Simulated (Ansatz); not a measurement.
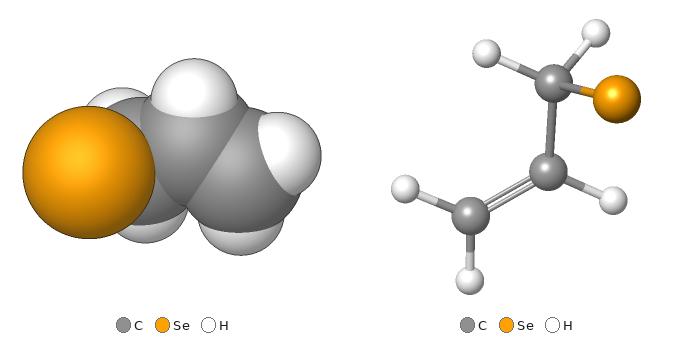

Two views of one molecule.

Charge 0, doublet. Computed geometry: PBE0-D4/def2-TZVP optimisation.

Count the atoms of each element.

C3H5Se, 9 atoms: 3 carbon, 5 hydrogen and 1 selenium.

Which point group does it belong to?

C1.

Describe its rings.

It has no ring.

The parts below concern this one geometry. Atoms keep their numbers from picture to picture.

Geometry

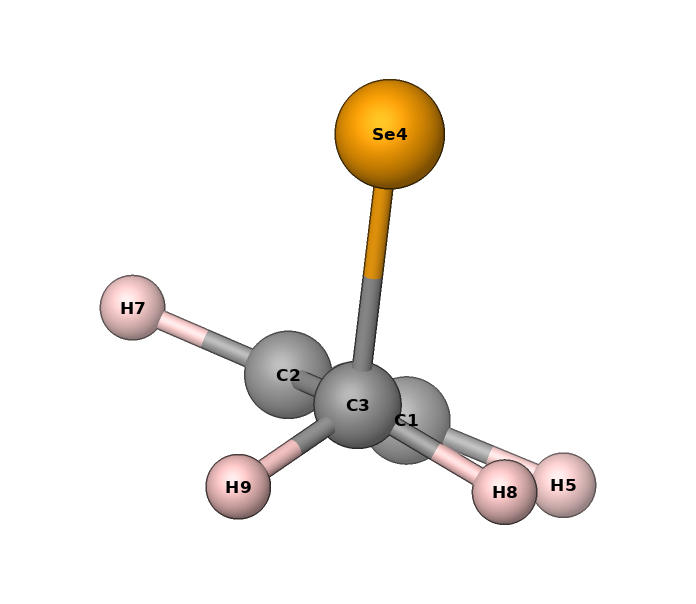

C2 lies behind C3. The molecule seen a little off the C3–C2 bond, C3 in front. Depth is shown by fading: the farther an atom, the more it takes the colour of the background.

What is the torsion angle Se4–C3–C2–C1? The sign is positive where the front bond must turn clockwise to cover the back bond.

113°, anticlinal.

Electronic properties

Properties computed with UKS PBE0-D4/def2-TZVP (Ansatz 0.2.0).

What does the calculation give?

- dipole moment: 1.39 D
- ⟨S²⟩ of the determinant: 0.754
- harmonic zero-point energy: 183.7 kJ/mol
- dispersion correction: −14.4 kJ/mol

Vibrations

Harmonic vibrations computed with UKS PBE0-D4/def2-TZVP (Ansatz 0.2.0) at a stationary point of the same level.

List the wavenumbers.

21 modes: 65, 232, 392, 552, 666, 802, 949, 951, 1023, 1065, 1159, 1219, 1320, 1401, 1449, 1713, 3051, 3130, 3153, 3173, 3245 cm⁻¹.

Charges

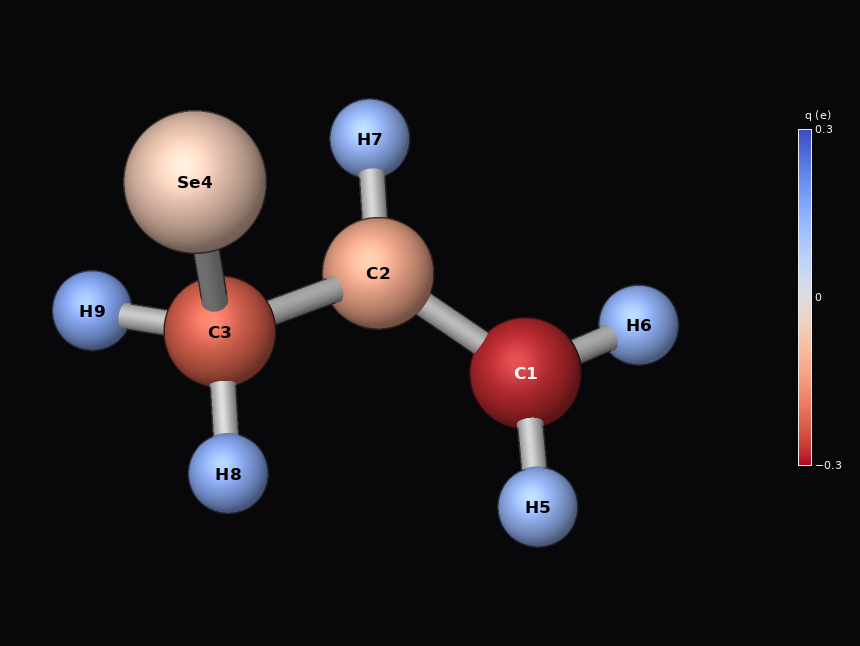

Atoms are coloured by their Mulliken charges. Method: UKS PBE0-D4/def2-TZVP (Ansatz 0.2.0).

Give the Mulliken charges atom by atom.

```json
{"atom": "C1", "value (e)": "−0.28"}
{"atom": "C2", "value (e)": "−0.12"}
{"atom": "C3", "value (e)": "−0.22"}
{"atom": "Se4", "value (e)": "−0.06"}
{"atom": "H5", "value (e)": "0.13"}
{"atom": "H6", "value (e)": "0.13"}
{"atom": "H7", "value (e)": "0.13"}
{"atom": "H8", "value (e)": "0.15"}
{"atom": "H9", "value (e)": "0.15"}
```

Thermal motion

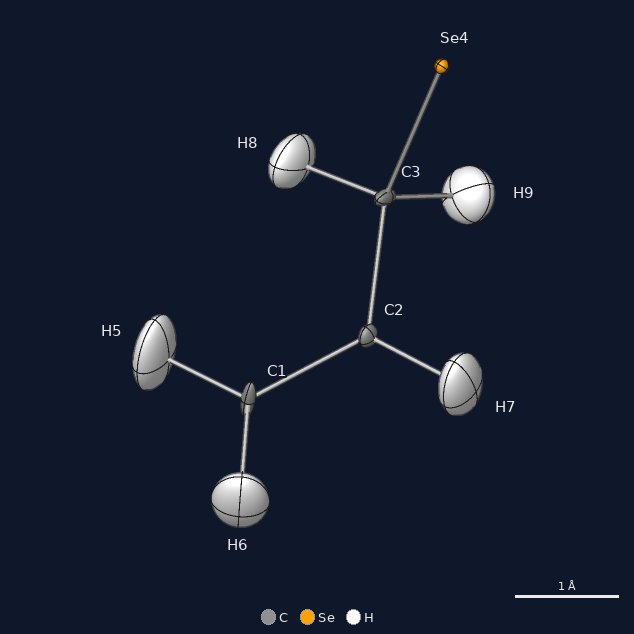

Displacement ellipsoids at the 50 % level, enlarged 1.5 times, from the internal vibrations of the free molecule (harmonic, no overall translation or rotation; no half-axis is drawn under 0.075 Å). Vibrations computed with UKS PBE0-D4/def2-TZVP (Ansatz 0.2.0). Temperature: 0 K (zero-point motion alone).

Give the displacement parameters, one line for each set of equivalent atoms.

```csv
atom,U_eq (Å²),rms amplitudes (Å)
C1,0.0035,"0.023, 0.034, 0.094"
C2,0.0023,"0.036, 0.051, 0.055"
C3,0.0027,"0.035, 0.041, 0.072"
Se4,0.00022,"0.005, 0.007, 0.024"
H5,0.0223,"0.073, 0.132, 0.210"
H6,0.0180,"0.083, 0.124, 0.179"
H7,0.0181,"0.078, 0.123, 0.182"
H8,0.0146,"0.078, 0.124, 0.150"
H9,0.0141,"0.097, 0.123, 0.133"
```

Mulliken values depend strongly on the basis set and can even reverse the polarity of a bond.
